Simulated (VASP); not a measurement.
# Janus MoSSe monolayer and its bilayer

What are the lattice, gap and band positions of Janus MoSSe monolayer, and what does a second sheet change?

Program: VASP 6.6.1. Level of theory: optB86b-vdW, no spin polarisation; plane waves and PAW (Mo, S, Se), in the first sound run; inputs show where later runs differ. Results are calculated unless marked as measured.

## 1. The starting structure

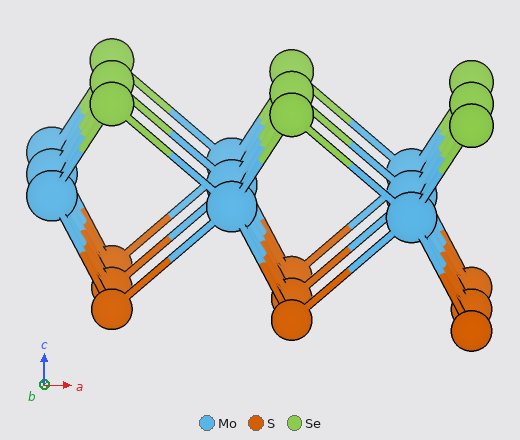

The starting structure, seen nearly edge on (molybdenum blue, sulfur orange, selenium green). 3×3×1 cells are drawn.

The cell holds 3 atoms: 1 Mo, 1 S and 1 Se. Its edges and angles: a = 3.250 Å, b = 3.250 Å, c = 22.000 Å, α = 90.0°, β = 90.0°, γ = 120.0°. Vacuum lies along c.

As a file:

```xyz
3
Lattice="3.2500 0.0000 0.0000 -1.6250 2.8146 0.0000 0.0000 0.0000 22.0000" Properties=species:S:1:pos:R:3
Mo    0.0000    1.8764   11.0000
S     1.6250    0.9382    9.3850
Se    1.6250    0.9382   12.6150
```

## 2. Relaxing the monolayer

The sheet's cell relaxes in its plane with the atoms, while the vacuum is kept.

File INCAR:

```
SYSTEM = MoSeS
PREC = Normal
ENCUT = 350
EDIFF = 1E-06
NELM = 120
ISMEAR = 0
SIGMA = 0.03
LREAL = .FALSE.
ALGO = Normal
GGA = MK
AGGAC = 0
LUSE_VDW = .TRUE.
PARAM1 = 0.1234
PARAM2 = 1
LASPH = .TRUE.
NBANDS = 15
LORBIT = 11
LWAVE = .FALSE.
LCHARG = .FALSE.
KPAR = 4
IBRION = 2
NSW = 50
ISIF = 3
EDIFFG = -0.015
POTIM = 0.4
IDIPOL = 3
LDIPOL = .TRUE.
DIPOL = 0.5 0.5 0.5
LATTICE_CONSTRAINTS = .TRUE. .TRUE. .FALSE.
```

File POSCAR:

```
MoSeS
1.0
    3.2500000000      0.0000000000      0.0000000000
   -1.6250000000      2.8145825623      0.0000000000
    0.0000000000      0.0000000000     22.0000000000
Mo S Se
1 1 1
Direct
    0.3333333333      0.6666666667      0.5000000000
    0.6666666667      0.3333333333      0.4265909091
    0.6666666667      0.3333333333      0.5734090909
```

File KPOINTS:

```
Automatic mesh
0
Gamma
12 12 1
0 0 0
```

PAW data sets: Mo, S and Se (PBE family, release 64).

Launch:

```sh
$ mpirun -np 4 vasp_std
```

The program printed:

```text
[banner, memory and clock lines left out]
running    4 mpi-ranks, on    1 nodes
 distrk:  each k-point on    1 cores,    4 groups
 distr:  one band on    1 cores,    1 groups

 POSCAR found type information on POSCAR MoS Se
 POSCAR found :  3 types and       3 ions
|                                                                             |
|               ----> ADVICE to this user running VASP <----                  |
|                                                                             |
|     You have switched on vdW-DFT.                                           |
|     This routine was written and supplied by Jiri Klimes. We recommend      |
|     that you carefully read and cite the following publications:            |
|       J. Klimes, D.R. Bowler, A. Michelides                                 |
|          J. Phys.: Cond Matt. 22 022201 (2010)                              |
|       J. Klimes, D.R. Bowler, A. Michelides                                 |
|          Phys. Rev. B. 83, 195131 (2011)                                    |
|     and references therein.                                                 |
|                                                                             |

|                                                                             |
|               ----> ADVICE to this user running VASP <----                  |
|                                                                             |
|     You enforced a specific xc type in the INCAR file but a different       |
|     [... a line on the potential file left out ...]
|     I HOPE YOU KNOW WHAT YOU ARE DOING!                                     |
|                                                                             |

 LDA part: xc-table for (Slater+PW92), standard interpolation
 POSCAR, INCAR and KPOINTS ok, starting setup
 FFT: planning ... GRIDC
 FFT: planning ... GRID_SOFT
 FFT: planning ... GRID
 WAVECAR not read
 entering main loop
       N       E                     dE             d eps       ncg     rms          rms(c)
DAV:   1     0.113938452321E+03    0.11394E+03   -0.49591E+03   570   0.646E+02
DAV:   2    -0.503211394874E+01   -0.11897E+03   -0.11100E+03   932   0.150E+02
DAV:   3    -0.165148325011E+02   -0.11483E+02   -0.11355E+02   808   0.581E+01
DAV:   4    -0.167115144944E+02   -0.19668E+00   -0.19617E+00   662   0.928E+00
DAV:   5    -0.167160129300E+02   -0.44984E-02   -0.44975E-02   803   0.132E+00    0.210E+01
DAV:   6    -0.158151256514E+02    0.90089E+00   -0.42544E+00   703   0.161E+01    0.677E+00
DAV:   7    -0.156842532881E+02    0.13087E+00   -0.30913E+00   704   0.147E+01    0.674E+00
DAV:   8    -0.153852170175E+02    0.29904E+00   -0.41832E-01   703   0.602E+00    0.110E+00
DAV:   9    -0.153887412825E+02   -0.35243E-02   -0.77482E-02   759   0.187E+00    0.691E-01
DAV:  10    -0.153843429816E+02    0.43983E-02   -0.85851E-03   738   0.780E-01    0.118E-01
DAV:  11    -0.153837179045E+02    0.62508E-03   -0.90846E-04   773   0.224E-01    0.933E-02
DAV:  12    -0.153834151425E+02    0.30276E-03   -0.12029E-04   768   0.844E-02    0.321E-02
DAV:  13    -0.153827242204E+02    0.69092E-03   -0.21745E-04   719   0.702E-02    0.214E-02
DAV:  14    -0.153824512398E+02    0.27298E-03   -0.70270E-05   724   0.449E-02    0.214E-02
DAV:  15    -0.153823044862E+02    0.14675E-03   -0.23965E-05   696   0.342E-02    0.107E-02
DAV:  16    -0.153822049224E+02    0.99564E-04   -0.28275E-05   654   0.320E-02    0.933E-03
DAV:  17    -0.153822445932E+02   -0.39671E-04   -0.18528E-05   598   0.241E-02    0.271E-03
DAV:  18    -0.153822943137E+02   -0.49720E-04   -0.81420E-06   658   0.123E-02    0.966E-04
DAV:  19    -0.153823092962E+02   -0.14983E-04   -0.93662E-07   656   0.511E-03    0.107E-03
DAV:  20    -0.153823180314E+02   -0.87352E-05   -0.67114E-07   515   0.521E-03    0.428E-04
DAV:  21    -0.153823197608E+02   -0.17293E-05   -0.12503E-07   509   0.242E-03    0.317E-04
DAV:  22    -0.153823199401E+02   -0.17934E-06   -0.47823E-08   516   0.113E-03
   1 F= -.15382320E+02 E0= -.15382320E+02  d E =-.153823E+02
 curvature:   0.00 expect dE= 0.000E+00 dE for cont linesearch  0.000E+00
 trial: gam= 0.00000 g(F)=  0.347E+00 g(S)=  0.337E-02 ort = 0.000E+00 (trialstep = 0.100E+01)
 search vector abs. value=  0.350E+00
 bond charge predicted
       N       E                     dE             d eps       ncg     rms          rms(c)
DAV:   1    -0.154241197606E+02   -0.41800E-01   -0.31224E+01   570   0.315E+01    0.227E+00
DAV:   2    -0.154556011089E+02   -0.31481E-01   -0.52495E-01   766   0.501E+00    0.716E-01
DAV:   3    -0.154509911958E+02    0.46099E-02   -0.28185E-02   703   0.112E+00    0.395E-01
DAV:   4    -0.154490656655E+02    0.19255E-02   -0.36032E-03   724   0.443E-01    0.237E-01
DAV:   5    -0.154486832032E+02    0.38246E-03   -0.31703E-03   668   0.424E-01    0.150E-01
DAV:   6    -0.154485222418E+02    0.16096E-03   -0.32672E-04   703   0.167E-01    0.760E-02
DAV:   7    -0.154485136431E+02    0.85988E-05   -0.57682E-05   717   0.475E-02    0.332E-02
DAV:   8    -0.154485121489E+02    0.14941E-05   -0.10473E-05   731   0.289E-02    0.101E-02
DAV:   9    -0.154485131355E+02   -0.98657E-06   -0.21604E-06   620   0.134E-02
   2 F= -.15448513E+02 E0= -.15448513E+02  d E =-.661932E-01
[... from here on, the cycles between the ionic steps are left out ...]
   3 F= -.15490122E+02 E0= -.15490122E+02  d E =-.107802E+00
   4 F= -.15491356E+02 E0= -.15491356E+02  d E =-.123440E-02
   5 F= -.15491383E+02 E0= -.15491383E+02  d E =-.126088E-02
   6 F= -.15491807E+02 E0= -.15491807E+02  d E =-.424367E-03
   7 F= -.15491873E+02 E0= -.15491873E+02  d E =-.490254E-03
   8 F= -.15491875E+02 E0= -.15491875E+02  d E =-.491881E-03
   9 F= -.15491893E+02 E0= -.15491893E+02  d E =-.177484E-04
 trial-energy change:   -0.000018  1 .order   -0.000020   -0.000079    0.000039
 step:   0.6733(harm=  0.6733)  dis= 0.00089  next Energy=   -15.491901 (dE=-0.265E-04)
 bond charge predicted
       N       E                     dE             d eps       ncg     rms          rms(c)
DAV:   1    -0.154918991753E+02   -0.66388E-05   -0.74425E-04   577   0.155E-01    0.916E-03
DAV:   2    -0.154918997846E+02   -0.60934E-06   -0.12602E-05   710   0.232E-02    0.397E-03
DAV:   3    -0.154918998598E+02   -0.75178E-07   -0.45608E-07   530   0.436E-03
  10 F= -.15491900E+02 E0= -.15491900E+02  d E =-.250934E-04
 curvature:  -0.39 expect dE=-0.143E-06 dE for cont linesearch -0.249E-07
 trial: gam= 0.00000 g(F)=  0.721E-07 g(S)=  0.299E-06 ort =-0.242E-05 (trialstep = 0.941E+00)
 search vector abs. value=  0.371E-06
 reached required accuracy - stopping structural energy minimisation
```

Wall time 2.7 min (4 MPI ranks of AMD EPYC 9R45, shared host); peak memory 1.5 GiB; 11 min of CPU time.

The logs omit lines about the potential files and the build; timing stands in the text.

Parts of OUTCAR (step 2):

```text
ion  position               nearest neighbor table
   1  0.333  0.667  0.500-   2 2.48   3 2.48   2 2.48   3 2.48   2 2.48   3 2.48
   2  0.667  0.333  0.427-   1 2.48   1 2.48   1 2.48
   3  0.667  0.333  0.573-   1 2.48   1 2.48   1 2.48

  LATTYP: Found a hexagonal cell.
 ALAT       =     3.2500000000
 C/A-ratio  =     6.7692307692

 Subroutine GETGRP returns: Found  6 space group operations
 (whereof  6 operations were pure point group operations)

The static configuration has the point symmetry C_3v.

 Found     19 irreducible k-points:

   k-points           NKPTS =     19   k-points in BZ     NKDIM =     19   number of bands    NBANDS=     15

   dimension x,y,z NGX =    16 NGY =   16 NGZ =  108
   dimension x,y,z NGXF=    32 NGYF=   32 NGZF=  216

   ENCUT  =  350.0 eV  25.72 Ry    5.07 a.u.   4.96  4.96 33.56*2*pi/ulx,y,z

   NELECT =      18.0000    total number of electrons

 k-points in reciprocal lattice and weights: Automatic mesh
   0.00000000  0.00000000  0.00000000       0.007
   0.08333333 -0.00000000  0.00000000       0.042
   0.16666667 -0.00000000  0.00000000       0.042
   0.25000000 -0.00000000  0.00000000       0.042
   0.33333333 -0.00000000  0.00000000       0.042
   0.41666667 -0.00000000  0.00000000       0.042
   0.50000000 -0.00000000  0.00000000       0.021
   0.08333333  0.08333333  0.00000000       0.042
   0.16666667  0.08333333  0.00000000       0.083
[...]
0.33333333  0.25000000  0.00000000       0.083
   0.33333333  0.33333333  0.00000000       0.014

 dipolmoment           0.000000      0.000000     -0.036819 electrons x Angstroem

 average (electrostatic) potential at core
       1 -46.0747       2 -93.9259       3 -60.8174

 E-fermi :  -2.6485

 k-point     1 :       0.0000    0.0000    0.0000
  band No.  band energies     occupation
    ...
      5      -5.1571      2.00000
      6      -4.7231      2.00000
      7      -3.8979      2.00000
      8      -3.8979      2.00000
      9      -2.8684      2.00000
     10       0.1130      0.00000
     11       0.1130      0.00000
     12       0.4241      0.00000
     13       0.4241      0.00000
     14       1.5337      0.00000
    ...

 k-point     2 :       0.0833   -0.0000    0.0000
  band No.  band energies     occupation
    ...
      5      -5.0758      2.00000
      6      -4.9125      2.00000
      7      -4.0348      2.00000
      8      -3.8324      2.00000
      9      -2.8919      2.00000
     10      -0.0769      0.00000
     11       0.0129      0.00000
     12       0.1752      0.00000
     13       0.3804      0.00000
     14       1.7080      0.00000
    ...

 k-point     3 :       0.1667   -0.0000    0.0000
  band No.  band energies     occupation
    ...
      5      -5.4213      2.00000
      6      -4.9304      2.00000
      7      -4.2688      2.00000
      8      -3.8906      2.00000
      9      -3.0678      2.00000
     10      -0.6516      0.00000
     11      -0.1791      0.00000
     12      -0.0792      0.00000
     13       0.6626      0.00000
     14       2.1184      0.00000
    ...

Total vdW correction in eV:      3.1902367

  Total        0.0034063      0.0034063     -0.0569737     -0.0000000      0.0000000      0.0000000
  in kB        0.0275145      0.0275145     -0.4602084     -0.0000000      0.0000000      0.0000000
  external PRESSURE =      -0.1350598 kB  Pullay stress =       0.0000000 kB

  energy-cutoff  :      350.00
  volume of cell :      198.35
      direct lattice vectors                 reciprocal lattice vectors
     3.226550519 -0.000000000  0.000000000     0.309928512  0.178937310  0.000000000
    -1.613275259  2.794274716  0.000000000     0.000000000  0.357874619  0.000000000
     0.000000000  0.000000000 22.000000000     0.000000000  0.000000000  0.045454545

 POSITION                                       TOTAL-FORCE (eV/Angst)
 -----------------------------------------------------------------------------------
     -0.00000      1.86285     10.94224         0.000000     -0.000000      0.001093
      1.61328      0.93142      9.40402        -0.000000      0.000000     -0.000744
      1.61328      0.93142     12.65374        -0.000000      0.000000     -0.000349
 -----------------------------------------------------------------------------------
    total drift:                               -0.000000      0.000004     -0.000857

  FREE ENERGIE OF THE ION-ELECTRON SYSTEM (eV)
  ---------------------------------------------------
  free  energy   TOTEN  =       -15.4918998598 eV

  energy  without entropy=      -15.4918998598  energy(sigma->0) =      -15.49189986

Total vdW correction in eV:      3.1902083

 reached required accuracy - stopping structural energy minimisation

 vacuum level on the upper side and lower side of the slab         2.288         3.029

 total charge
# of ion       s       p       d       tot
------------------------------------------
    1        0.398   0.558   4.394   5.349
    2        1.364   2.326   0.000   3.690
    3        1.484   2.330   0.062   3.876
--------------------------------------------------
tot          3.246   5.213   4.456  12.915

[... 3 further parts left out ...]
```

CONTCAR:

```
MoSeS
   1.00000000000000
     3.2265505189210675   -0.0000000000000000    0.0000000000000000
    -1.6132752594605337    2.7942747159800692    0.0000000000000000
     0.0000000000000000    0.0000000000000000   22.0000000000000000
  Mo              S               Se
     1     1     1
Direct
     0.3333333332999970    0.6666666667000030    0.4973744744534201
     0.6666666667000030    0.3333333332999970    0.4274553230054001
     0.6666666667000030    0.3333333332999970    0.5751702025411797
```

This run has no spin polarisation, although Mo can carry a moment. The gap is read on the k-mesh alone, so it is an upper bound where the band edges lie off the mesh. The PAW data sets were made with PBE, which is usual practice but a small mismatch for other functionals. The data set Mo keeps the semicore shell frozen, which is cheaper and a little less accurate. The run keeps the 6 symmetry operations of its start, so it cannot find a distortion of lower symmetry.

The steps of the relaxation:

```
step  energy less that of the first step (eV)  largest force (eV/Å)  pressure (GPa)  volume (Å³)
   1                                   0.0000                2.4446           -0.12       201.24
   2                                  -0.0662                1.5397            0.01       199.37
   3                                  -0.1078                0.0528           -0.16       200.09
   4                                  -0.1090                0.1073            0.12       198.47
   5                                  -0.1091                0.1008            0.08       198.67
   6                                  -0.1095                0.0445            0.03       198.48
   7                                  -0.1096                0.0328            0.00       198.39
   8                                  -0.1096                0.0360           -0.01       198.37
   9                                  -0.1096                0.0182           -0.02       198.34
  10                                  -0.1096                0.0011           -0.01       198.35
```

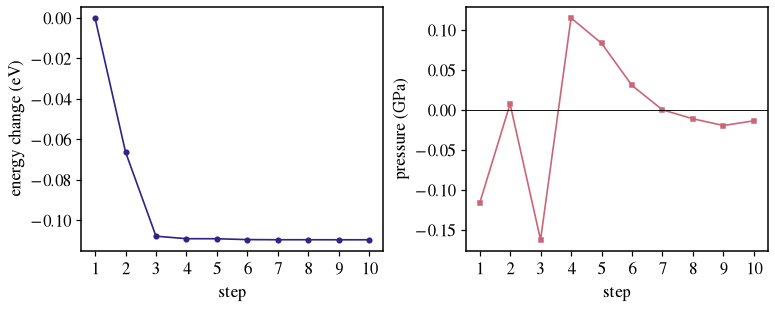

Energy and pressure along the relaxation.

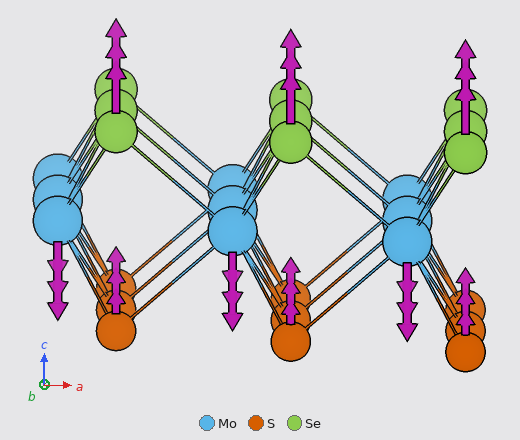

Displacements in the relaxation, exaggerated, measured against the changing cell; the longest in the cell stands for 0.06 Å. 3×3×1 cells are drawn.

```
cell as run  before  after  change
      a (Å)   3.250  3.227  -0.7 %
      b (Å)   3.250  3.227  -0.7 %
```

The atoms that moved most (Å, along periodic axes as changes of fractional coordinates times the final cell, across vacuum about the mean position):

```
atom     dx     dy      dz  length
 Mo1  0.000  0.000  -0.058   0.058
 Se3  0.000  0.000   0.039   0.039
  S2  0.000  0.000   0.019   0.019
```

The relaxed structure:

```xyz
3
Lattice="3.2266 0.0000 0.0000 -1.6133 2.7943 0.0000 0.0000 0.0000 22.0000" Properties=species:S:1:pos:R:3
Mo    0.0000    1.8628   10.9422
S     1.6133    0.9314    9.4040
Se    1.6133    0.9314   12.6537
```

Numbers from this step:

```
electronic cycles              : 73
electrons                      : 18
free energy (TOTEN)            : -15.49 eV
Fermi energy                   : -2.648 eV
metallic                       : no
dipole moment                  : 0, 0, -0.03682 e·Å
gap on the k-mesh              : 1.640 eV
least direct gap on the k-mesh : 1.640 eV
```

The run ended after 10 ionic steps, 0.110 eV below its first step, once forces and stress met EDIFFG = -0.015.

VASP counts the dipole in electrons times Å, so a positive number points the physical dipole along −c.

(Part 1 of 6 ends here.)

[Lines on the potential files, build, host, timing and source positions are cut from VASP's logs without a mark.]

[Logs are printed without paths, hosts, clocks, repeated set-up lines and the standing remarks that a program may print on its own settings, such as how far it seeks lower states.]

[Hosts, paths, dates, database ids (printed as entryN), source tags and the programs' standing remarks are cut or masked in the printed files.]

[Runs that stopped without an error message from VASP are left out.]
